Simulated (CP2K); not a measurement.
# CH5FGeOS (SMILES [OH][GeH]([SH])[CH2]F) at AM1

Aim: the energy difference between two shapes of CH5FGeOS at AM1, from 2 runs. 

Program for the calculation: CP2K 2026.2.

3 further runs of the same task are left out: 3 set aside as unsound or not needed.

## 1. Starting point

The species is CH5FGeOS (10 atoms), meant as a singlet with charge 0. SMILES: `[OH][GeH]([SH])[CH2]F`. Geometry: a rough force-field guess. This is one conformer, not always the lowest.

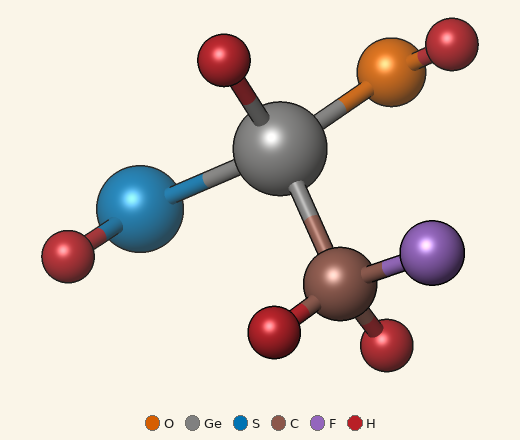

The structure, seen from a chosen angle (oxygen orange, germanium grey, sulfur blue, carbon brown, fluorine purple, hydrogen red).

## 2. Energy and forces at AM1

File molecule.xyz:

```xyz
10

O     -0.191700    -0.207900     2.116900
Ge     0.475800    -0.068500     0.469500
S      1.360800    -2.018700    -0.066800
C     -0.830500     0.375300    -0.829400
F     -1.465200     1.579100    -0.528300
H     -0.553700     0.773000     2.292600
H      1.595500     1.039100     0.451000
H      1.831600    -1.533600    -1.324700
H     -1.683900    -0.403700    -0.761400
H     -0.455600     0.414600    -1.816400
```

File run.inp:

```
&GLOBAL
  PROJECT run
  RUN_TYPE ENERGY_FORCE
  PRINT_LEVEL MEDIUM
&END GLOBAL

&FORCE_EVAL
  METHOD QS
  &DFT
    CHARGE 0
    MULTIPLICITY 1
    &QS
      METHOD AM1
      EPS_DEFAULT 1.0E-10
      &SE
        &COULOMB
          CUTOFF [angstrom] 50
          RC_RANGE [angstrom] 0
        &END COULOMB
        &EXCHANGE
          CUTOFF [angstrom] 50
          RC_RANGE [angstrom] 0
        &END EXCHANGE
      &END SE
    &END QS
    # no periodic images
    &POISSON
      PERIODIC NONE
      POISSON_SOLVER ANALYTIC
    &END POISSON
    # self-consistent field
    &SCF
      SCF_GUESS ATOMIC
      EPS_SCF 1.0E-06
      MAX_SCF 150
      &DIAGONALIZATION
        ALGORITHM STANDARD
      &END DIAGONALIZATION
      &MIXING
        METHOD DIRECT_P_MIXING
        ALPHA 0.4
      &END MIXING
    &END SCF
    # extra output
    &PRINT
      &MOMENTS
        PERIODIC F
        REFERENCE COM
        MAX_MOMENT 1
      &END MOMENTS
      &MO ON
        ENERGIES T
        OCCUPATION_NUMBERS T
        NDIGITS 6
        &EACH
          QS_SCF 0
        &END EACH
        ADD_LAST NUMERIC
      &END MO
      &HIRSHFELD OFF
      &END HIRSHFELD
    &END PRINT
  &END DFT
  &SUBSYS
    # box in angstrom
    &CELL
      ABC [angstrom] 15.5 15.6 16.1
      PERIODIC NONE
    &END CELL
    &TOPOLOGY
      COORD_FILE_NAME molecule.xyz
      COORD_FILE_FORMAT XYZ
      &CENTER_COORDINATES
      &END CENTER_COORDINATES
    &END TOPOLOGY
  &END SUBSYS
  &PRINT
    &FORCES ON
    &END FORCES
  &END PRINT
&END FORCE_EVAL
```

The run is started by

```console
$ OMP_NUM_THREADS=1 cp2k.psmp -i run.inp -o run.out
```

The log of the run:

```text
CP2K| version string:                                       CP2K version 2026.2
[...]
 GLOBAL| Method name                                                        CP2K
[...]
 GLOBAL| Run type                                                   ENERGY_FORCE
[...]
                             - Atoms:                                         10
[...]
                             - Spherical basis functions:                     25
[...]
 Number of electrons:                                                         32
[...]
     1 P_Mix/Diag. 0.40E+00    0.0     0.79036897       -41.3666271946 -4.14E+01
[...]
    18 DIIS/Diag.  0.14E-06    0.0     0.00000095       -47.0174756927 -5.26E-12
  *** SCF run converged in    18 steps ***
  Core-core repulsion energy [eV]:                           2200.45112029662732
  Core Hamiltonian energy [eV]:                             -2102.26020759939593
  Two-electron integral energy [eV]:                        -2755.20298347272364
  Electronic energy [eV]:                                   -3479.86169933575775
  Total energy [eV]:                                        -1279.41057903913065
  Atomic reference energy [eV]:                              1275.49831274593862
  Heat of formation [kcal/mol]:                               -90.21901113331396
[...]
 SE_DIPOLE| Moment [Debye]         -0.33784353      -2.26089053       1.93230322
 SE_DIPOLE| Derivative [a.u.]       0.00000000       0.00000000       0.00000000
 ENERGY| Total FORCE_EVAL ( QS ) energy [hartree]            -47.017475692655012
 FORCES| Atomic forces [hartree/bohr]
 FORCES|   Atom     x               y               z               |f|
 FORCES|      1 -4.72325720E-02  6.75914973E-02  5.42521637E-02   9.87057426E-02
 FORCES|      2  4.87578273E-02  2.54483324E-02 -2.33765928E-02   5.97612620E-02
 FORCES|      3  2.11316595E-02 -2.07108673E-02 -3.10359791E-02   4.28802875E-02
 FORCES|      4 -7.18792250E-02  7.60425117E-03  2.77673954E-02   7.74304583E-02
 FORCES|      5  8.55950366E-03 -4.29528079E-03 -3.81181432E-03   1.03074957E-02
 FORCES|      6  2.14866568E-02 -6.68819396E-02 -6.10499965E-03   7.05134121E-02
 FORCES|      7 -5.51377592E-03 -3.79265632E-03  2.25771099E-03   7.06280580E-03
 FORCES|      8 -7.69470754E-03 -1.06449620E-02  2.24331282E-02   2.59955570E-02
 FORCES|      9  1.63408313E-02  5.49098960E-03 -4.74119315E-03   1.78788324E-02
 FORCES|     10  1.60438018E-02  1.90635545E-04 -3.76398193E-02   4.09169392E-02
 FORCES| Sum     3.05311332E-16 -1.20042865E-15 -7.84095011E-16
 FORCES| Total atomic force                                       1.46596348E-15
[...]
```

Run time: 0.22 s. Hardware: 1 thread of Arm Neoverse V2, shared host.

## 3. The distorted shape, same level

File molecule.xyz:

```xyz
10

O     -0.166023    -0.189364     2.051012
Ge     0.528042    -0.023581     0.410955
S      1.314971    -2.000677    -0.022303
C     -0.819634     0.316331    -0.775037
F     -1.454177     1.525530    -0.556860
H     -0.548742     0.742572     2.408619
H      1.550942     1.048375     0.455099
H      1.744083    -1.564311    -1.301568
H     -1.816074    -0.383863    -0.826024
H     -0.550813     0.303936    -1.692058
```

File job.inp:

```
&GLOBAL
  PROJECT job
  RUN_TYPE ENERGY_FORCE
  PRINT_LEVEL MEDIUM
&END

&FORCE_EVAL
  METHOD Quickstep
  &DFT
    ! Quickstep
    &QS
      METHOD AM1
      EPS_DEFAULT 1.0E-10
      &SE
        &COULOMB
          CUTOFF [angstrom] 50
          RC_RANGE [angstrom] 0
        &END
        &EXCHANGE
          CUTOFF [angstrom] 50
          RC_RANGE [angstrom] 0
        &END
      &END
    &END
    ! isolated system
    &POISSON
      PERIODIC NONE
      POISSON_SOLVER ANALYTIC
    &END
    ! self-consistent field
    &SCF
      SCF_GUESS ATOMIC
      EPS_SCF 1.0E-06
      MAX_SCF 150
      &DIAGONALIZATION
        ALGORITHM STANDARD
      &END
      &MIXING
        METHOD DIRECT_P_MIXING
        ALPHA 0.4
      &END
    &END
    &PRINT
      &MOMENTS
        PERIODIC F
        REFERENCE COM
        MAX_MOMENT 1
      &END
      &MO ON
        ENERGIES T
        OCCUPATION_NUMBERS T
        NDIGITS 6
        &EACH
          QS_SCF 0
        &END
        ADD_LAST NUMERIC
      &END
      &HIRSHFELD OFF
      &END
    &END
  &END
  &SUBSYS
    &CELL
      ABC 15.6 15.5 16.1
      PERIODIC NONE
    &END
    &TOPOLOGY
      COORD_FILE_NAME molecule.xyz
      COORD_FILE_FORMAT XYZ
      &CENTER_COORDINATES
      &END
    &END
  &END
  ! extra output
  &PRINT
    &FORCES ON
    &END
  &END
&END
```

The run is started by

```console
$ OMP_NUM_THREADS=1 cp2k.psmp job.inp > job.out
```

The log of the run:

```text
CP2K| version string:                                       CP2K version 2026.2
[...]
 GLOBAL| Method name                                                        CP2K
[...]
 GLOBAL| Run type                                                   ENERGY_FORCE
[...]
                             - Atoms:                                         10
[...]
                             - Spherical basis functions:                     25
[...]
 Number of electrons:                                                         32
[...]
     1 P_Mix/Diag. 0.40E+00    0.0     0.81023233       -41.2784345306 -4.13E+01
[...]
    19 DIIS/Diag.  0.12E-06    0.0     0.00000045       -46.9814681976 -6.75E-13
  *** SCF run converged in    19 steps ***
  Core-core repulsion energy [eV]:                           2232.25839469139009
  Core Hamiltonian energy [eV]:                             -2105.16278314885221
  Two-electron integral energy [eV]:                        -2811.05275362332395
  Electronic energy [eV]:                                   -3510.68915996051373
  Total energy [eV]:                                        -1278.43076526912409
  Atomic reference energy [eV]:                              1275.49831274593862
  Heat of formation [kcal/mol]:                               -67.62396703352609
[...]
 SE_DIPOLE| Moment [Debye]         -0.45495323      -2.42727130       1.88684279
 SE_DIPOLE| Derivative [a.u.]       0.00000000       0.00000000       0.00000000
 ENERGY| Total FORCE_EVAL ( QS ) energy [hartree]            -46.981468197586970
 FORCES| Atomic forces [hartree/bohr]
 FORCES|   Atom     x               y               z               |f|
 FORCES|      1 -4.69415918E-02  6.18938438E-02  6.96213317E-02   1.04314384E-01
 FORCES|      2  2.72917811E-02  1.76919546E-02  1.07913503E-02   3.42680582E-02
 FORCES|      3  2.53276968E-02 -3.19127526E-02 -3.25545981E-02   5.21509143E-02
 FORCES|      4 -1.35195277E-01 -3.63594622E-03  7.97910841E-02   1.57027386E-01
 FORCES|      5  1.04420128E-03  2.37080024E-02  1.12549857E-02   2.62646995E-02
 FORCES|      6  2.89782514E-02 -6.66539563E-02 -3.04782963E-02   7.88125339E-02
 FORCES|      7  1.12051274E-02  1.29046905E-02 -1.68841022E-04   1.70913553E-02
 FORCES|      8 -5.39000710E-03 -1.11745822E-02  2.00487447E-02   2.35770148E-02
 FORCES|      9  3.89159309E-02  3.52364452E-03  1.26382810E-02   4.10681373E-02
 FORCES|     10  5.47638868E-02 -6.34489840E-03 -1.40944042E-01   1.51342539E-01
 FORCES| Sum    -8.25728375E-16  7.21644966E-16  1.38777878E-16
 FORCES| Total atomic force                                       1.10537691E-15
[...]
```

Wall time 0.22 s (1 thread of Arm Neoverse V2, shared host).

## 4. Summary of results

Level: AM1.

| quantity | value |
| --- | --- |
| first shape: total energy | -47.01748 Eh |
| first shape: dipole moment | 2.99 D |
| first shape: HOMO energy | -9.81 eV |
| first shape: heat of formation at this unrelaxed shape | -90.2 kcal/mol |
| first shape: largest force on an atom | 5.076 eV/Å |
| distorted shape: total energy | -46.98147 Eh |
| distorted shape: dipole moment | 3.11 D |
| distorted shape: HOMO energy | -9.83 eV |
| distorted shape: heat of formation at this unrelaxed shape | -67.6 kcal/mol |
| distorted shape: largest force on an atom | 8.075 eV/Å |
| energy change with the atoms displaced | 0.980 eV |

**Reading.** With the atoms displaced the energy rises by 0.98 eV (22.6 kcal/mol). The first shape isn't relaxed at this level, so the change isn't measured from a minimum. The largest force (first shape) is 5.08 eV/Å: the shape isn't a stationary point for this species at this level.
